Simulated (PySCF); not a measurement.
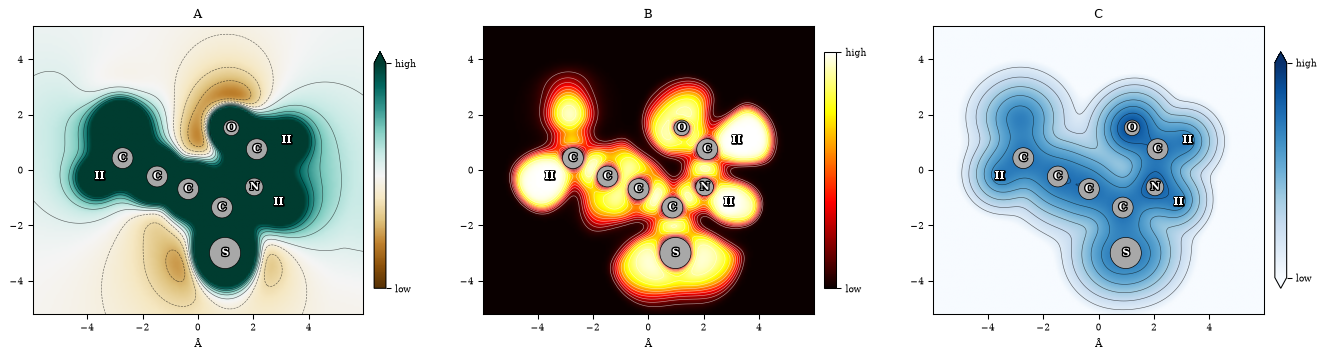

C7H7NOS (SMILES O=CNC(=S)C#CC1CC1): 3 fields on the plane of atoms C4, N3 and H12, with unlabelled colour scales. Grey discs cover the atomic cores.

Geometry: GFN2-xTB.

Level of theory: PBE0/pcSseg-1, SCF density, gas phase, non-relativistic in PySCF 2.14.0.

Which field does each panel show? The fields are: electron density, electron localisation function and electrostatic potential.

Panel A: electrostatic potential (strongly positive close to the atoms, with negative regions outside electron-rich atoms). Panel B: electron localisation function. Panel C: electron density. From the grid: C–O (1.20 Å): ρ at the midpoint is about 3.4 e/Å³; the ELF peaks at about 0.85 between the atoms: a multiple bond. C–C (1.21 Å): ρ at the midpoint is about 2.7 e/Å³; the ELF peaks at about 0.85 between the atoms; a short, multiple covalent bond.
